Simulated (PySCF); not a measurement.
# doublet [HNO3]+: levels of theory compared

Aim: a comparison of 6 runs (U-r2SCAN/def2-SVPD, U-revPBE/def2-SVPD, UBHLYP/def2-SVPD, UM06-L/def2-SVPD, UPBE/def2-SVPD, USVWN5/def2-SVPD) of doublet [HNO3]+. 

The calculation is run with PySCF 2.14.0.

**1. The structure to begin with**

[HNO3]+: 5 atoms, total charge +1, spin state doublet. SMILES of the parent species: `O=[N+]([O-])O`. The shape is that of a GFN2-xTB optimisation. That shape belongs to the parent species and isn't relaxed for this state.

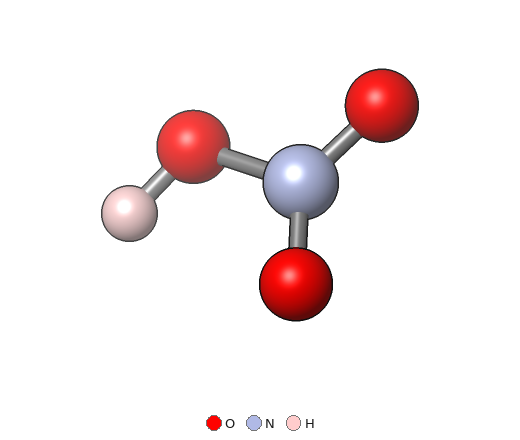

Viewed from a chosen angle; oxygen red, nitrogen light blue, hydrogen pink.

**2. A single-point energy at U-r2SCAN/def2-SVPD (run 1)**

run.py

```python
from pyscf import gto, dft

mol = gto.M(
    atom='''
O      1.318740    -0.318760     0.748000
N      0.260500    -0.302640     0.238440
O     -0.568430    -1.146740     0.163380
O     -0.063720     0.904390    -0.372480
H     -0.947090     0.863740    -0.777330
''',
    charge=1,
    max_memory=1860,
    spin=1,
    verbose=3,
    basis='def2-svpd',
)

ks = dft.UKS(mol)
ks.xc = 'r2scan'
ks.conv_tol = 1e-10
ks.grids.level = 5
ks.kernel()
if not ks.converged:
    ks = ks.newton().run(ks.mo_coeff, ks.mo_occ)

energy = ks.e_tot
print(f'total energy: {energy:.8f} hartree')
```

Started as:

```console
$ OMP_NUM_THREADS=1 python run.py
```

Output:

```text
WARN: HOMO -0.368212758262232 >= LUMO -0.368212758262233

WARN: HOMO -0.617752612767532 >= LUMO -0.617628388802671

converged SCF energy = -280.118276871716  <S^2> = 0.75747796  2S+1 = 2.007464
total energy: -280.11827687 hartree
```

It took 76 s on 1 thread of Arm Neoverse V2, shared host; peak memory 0.54 GiB.

**3. A single-point energy at U-revPBE/def2-SVPD (run 2)**

input.py

```python
from pyscf import gto, dft

mol = gto.Mole()
mol.atom = [
    ('O', (1.318740, -0.318760, 0.748000)),
    ('N', (0.260500, -0.302640, 0.238440)),
    ('O', (-0.568430, -1.146740, 0.163380)),
    ('O', (-0.063720, 0.904390, -0.372480)),
    ('H', (-0.947090, 0.863740, -0.777330)),
]
mol.charge = 1
mol.basis = 'def2-svpd'
mol.max_memory = 1860
mol.verbose = 3
mol.spin = 1
mol.build()

mf = dft.UKS(mol, xc='revpbe')
mf.grids.level = 5
mf.conv_tol = 1e-10
mf.kernel()
if not mf.converged:
    mf = mf.newton().run(mf.mo_coeff, mf.mo_occ)

energy = mf.e_tot
print('E = %.10f Eh' % energy)
```

Started as:

```console
$ OMP_NUM_THREADS=1 python input.py
```

Output:

```text
WARN: HOMO -0.3521374942601 >= LUMO -0.352137494260102

WARN: HOMO -0.59850201449542 >= LUMO -0.597760103352535

converged SCF energy = -280.202154133142  <S^2> = 0.7538089  2S+1 = 2.0038053
E = -280.2021541331 Eh
```

It took 27 s on 1 thread of Arm Neoverse V2, shared host; peak memory 0.5 GiB.

Runs 3 to 5 aren't shown in full; the table further down has their settings and results.

**4. The energy at USVWN5/def2-SVPD (run 6)**

calc.py

```python
from pyscf import gto, dft

mol = gto.Mole()
mol.atom = '''
O        1.318740      -0.318760       0.748000
N        0.260500      -0.302640       0.238440
O       -0.568430      -1.146740       0.163380
O       -0.063720       0.904390      -0.372480
H       -0.947090       0.863740      -0.777330
'''
mol.verbose = 3
mol.spin = 1
mol.charge = 1
mol.basis = 'def2-svpd'
mol.max_memory = 1860
mol.build()

mf = dft.UKS(mol, xc='svwn')
mf.grids.level = 5
mf.conv_tol = 1e-10
mf.kernel()
if not mf.converged:
    mf = mf.newton().run(mf.mo_coeff, mf.mo_occ)

etot = mf.e_tot
print('E = %.10f Eh' % etot)
```

Started as:

```console
$ OMP_NUM_THREADS=1 python calc.py
```

Output:

```text
WARN: HOMO -0.613928449646923 >= LUMO -0.613142466803714

converged SCF energy = -278.261803896425  <S^2> = 0.75281384  2S+1 = 2.0028119
E = -278.2618038964 Eh
```

Run time: 20 s. Hardware: 1 thread of Arm Neoverse V2, shared host; peak memory 0.32 GiB.

**5. All runs side by side**

```
run               level  energy (Eh)  HOMO energy (eV)  LUMO energy (eV)   ⟨S²⟩  wall time
  1  U-r2SCAN/def2-SVPD  -280.118277            -17.45            -16.20  0.757       76 s
  2  U-revPBE/def2-SVPD  -280.202154            -16.99            -16.21  0.754       27 s
  3    UBHLYP/def2-SVPD  -280.068861            -20.26            -13.60  0.763       45 s
  4    UM06-L/def2-SVPD  -280.217739            -17.42            -16.29  0.757       74 s
  5      UPBE/def2-SVPD  -279.999101            -17.07            -16.32  0.754       28 s
  6    USVWN5/def2-SVPD  -278.261804            -17.30            -16.70  0.753       20 s
```

**6. Results**

| quantity | value |
| --- | --- |
| run 6: total energy | -278.26180 Eh |
| run 6: HOMO energy (highest over α and β) | -17.30 eV |
| run 6: LUMO energy (lowest over α and β) | -16.70 eV |
| run 6: ⟨S²⟩ | 0.753 |

What this shows: Totals of different functionals can't be ranked against each other. All runs together took 4.5 min, the longest 76 s.
